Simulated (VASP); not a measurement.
Band structure of RbBr (rock salt). Calculation: revPBE GGA, VASP's PBE PAW potentials (set 64) (plane waves; VASP).

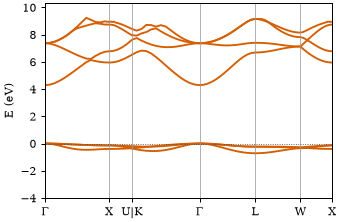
Fig. 1. Bands along high-symmetry lines, zero at the valence-band maximum or, without a gap, the Fermi level

Problem. Read the plot: is there a gap, and where are the band edges?

Solution. The gap is direct, 4.29 eV, from the valence maximum at Γ to the conduction minimum at Γ. (Edges off the drawn lines would not show.)

Measured: gap 7.20 eV (computed value off by -2.91 eV), as given by Aguado et al., (1998), arXiv:cond-mat/9809176.

The compound is RbBr in the rock salt structure. It was relaxed first, which changed the volume by +15 %.
